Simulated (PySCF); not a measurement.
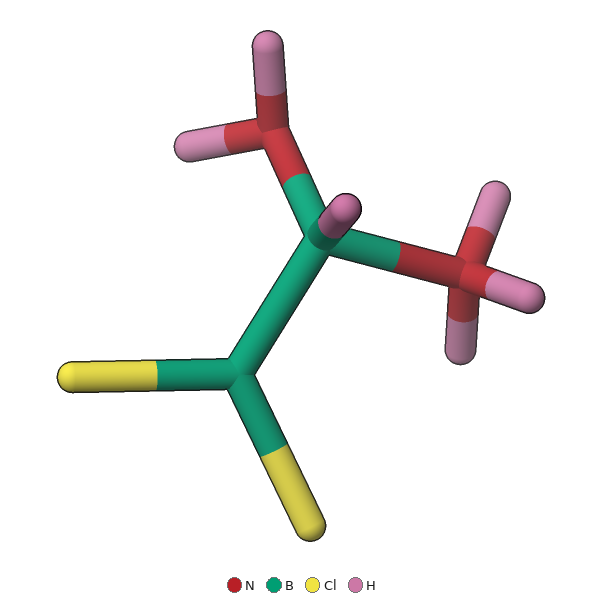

Rendered structure (stick style). Every bond is drawn as one stick, whatever its order.

> What is the molecular formula?

B2Cl2H6N2, 12 atoms: 2 boron, 2 chlorine, 6 hydrogen and 2 nitrogen.

> How many bonds of each kind are drawn?

5 N–H, 2 B–N, 2 B–Cl, 1 B–B, 1 B–H.

More results for the same structure follow; atom numbers are the same in all pictures, views and colours differ. Computed geometry: PBE0-D3(BJ)/def2-SVP optimisation. No frequency run is at hand to confirm it as a minimum.

**Geometry**

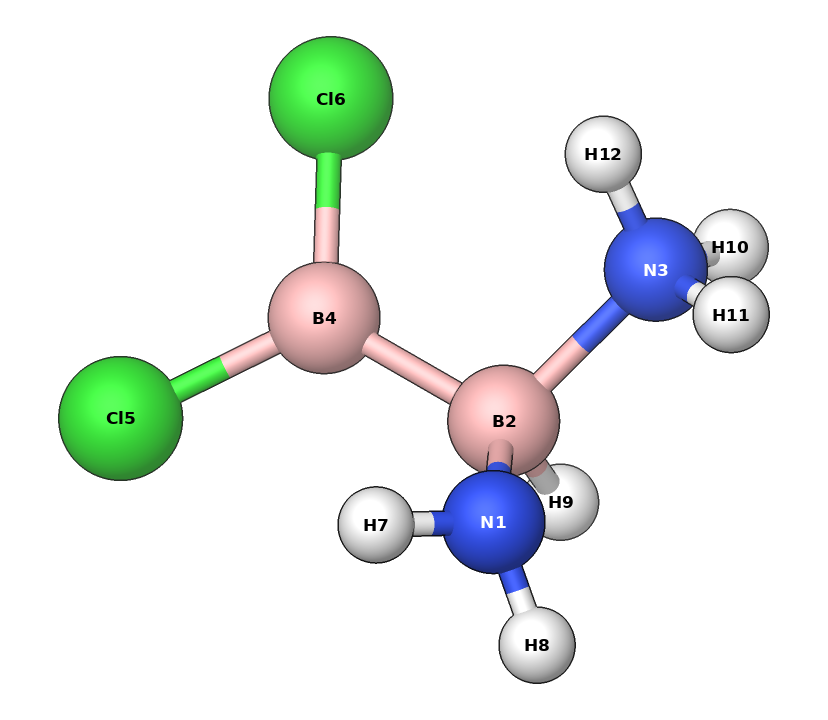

The atoms are numbered. No frequency run is at hand to confirm it as a minimum.

Estimate the angles B2–N1–H7, B2–N1–H8, N1–B2–N3, N1–B2–B4, N1–B2–H9, N3–B2–B4, N3–B2–H9, B4–B2–H9, B2–N3–H10, B2–N3–H11, B2–N3–H12, B2–B4–Cl5, B2–B4–Cl6, Cl5–B4–Cl6.

```json
{"angle": "B2–N1–H7", "degrees": "115.7"}
{"angle": "B2–N1–H8", "degrees": "115.2"}
{"angle": "N1–B2–N3", "degrees": "106.3"}
{"angle": "N1–B2–B4", "degrees": "119.0"}
{"angle": "N1–B2–H9", "degrees": "114.8"}
{"angle": "N3–B2–B4", "degrees": "107.0"}
{"angle": "N3–B2–H9", "degrees": "102.5"}
{"angle": "B4–B2–H9", "degrees": "105.6"}
{"angle": "B2–N3–H10", "degrees": "113.4"}
{"angle": "B2–N3–H11", "degrees": "105.6"}
{"angle": "B2–N3–H12", "degrees": "111.7"}
{"angle": "B2–B4–Cl5", "degrees": "123.0"}
{"angle": "B2–B4–Cl6", "degrees": "121.8"}
{"angle": "Cl5–B4–Cl6", "degrees": "115.2"}
```

**Core levels**

No frequency run is at hand to confirm it as a minimum. Method: delta-SCF UKS HF, pcX-2 on the ionised atom, pcseg-1 elsewhere, spin-free X2C (PySCF 2.14.0).

Give the core-electron binding energies (to vacuum; p and d levels without spin–orbit splitting) of N1 1s, B2 1s, N3 1s, B4 1s, Cl5 1s, Cl5 2p.

```json
{"atom": "N1", "level": "1s", "binding energy (eV)": "403.5"}
{"atom": "B2", "level": "1s", "binding energy (eV)": "194.7"}
{"atom": "N3", "level": "1s", "binding energy (eV)": "407.5"}
{"atom": "B4", "level": "1s", "binding energy (eV)": "197.6"}
{"atom": "Cl5", "level": "1s", "binding energy (eV)": "2829.5"}
{"atom": "Cl5", "level": "2p", "binding energy (eV)": "205.9"}
```

**NMR shielding**

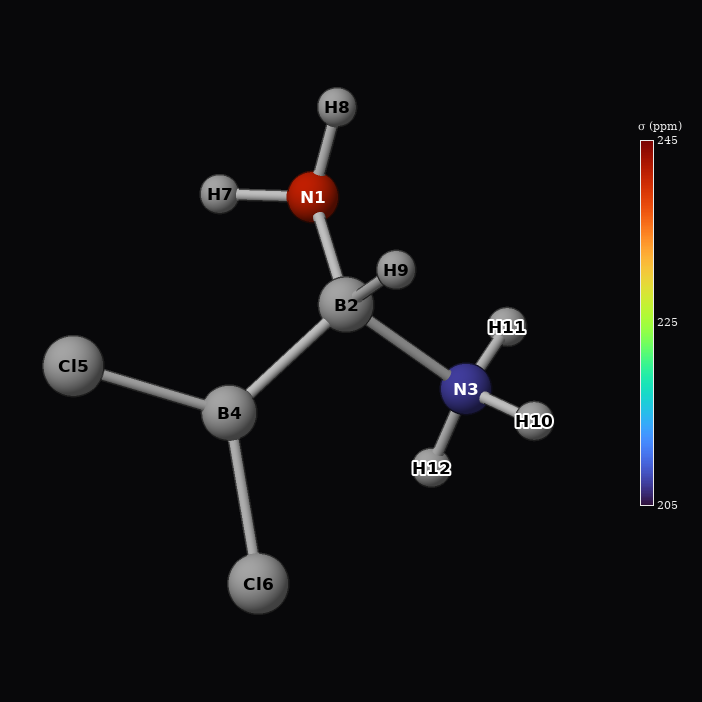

Atoms are coloured by their isotropic NMR shieldings (N only, the others grey). No frequency run is at hand to confirm it as a minimum. Properties computed with GIAO PBE0/cc-pVTZ NMR shielding, non-relativistic, gas phase (PySCF 2.14.0).

List the isotropic NMR shieldings of the N atoms.

| atom | σ (ppm) |
| --- | --- |
| N1 | 241.7 |
| N3 | 207.3 |

**Bond orders**

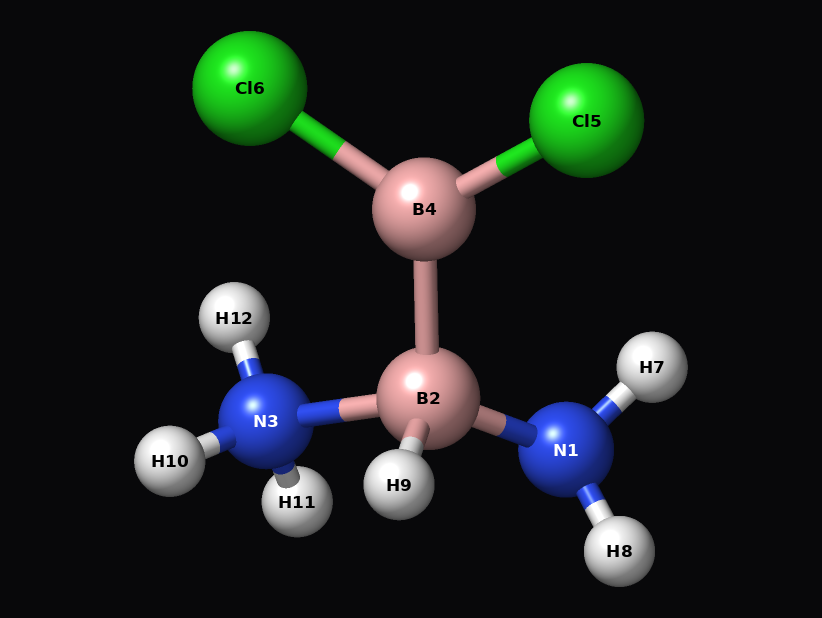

Every bond is drawn as one stick. No frequency run is at hand to confirm it as a minimum. Level of theory: PBE0/def2-SVP (PySCF 2.14.0).

> Which bond has the lowest Mayer bond order?

B2–N3, 0.69, at 1.681 Å.

List the Mayer bond orders of N1–B2, N1–H7, N1–H8, B2–N3, B2–B4, B2–H9, N3–H10, N3–H11, N3–H12, B4–Cl5, B4–Cl6.

| bond | Mayer order | length (Å) |
| --- | --- | --- |
| N1–B2 | 1.28 | 1.494 |
| N1–H7 | 0.97 | 1.014 |
| N1–H8 | 0.96 | 1.014 |
| B2–N3 | 0.69 | 1.681 |
| B2–B4 | 0.88 | 1.702 |
| B2–H9 | 0.91 | 1.238 |
| N3–H10 | 0.96 | 1.020 |
| N3–H11 | 0.95 | 1.021 |
| N3–H12 | 0.95 | 1.022 |
| B4–Cl5 | 1.31 | 1.762 |
| B4–Cl6 | 1.22 | 1.791 |
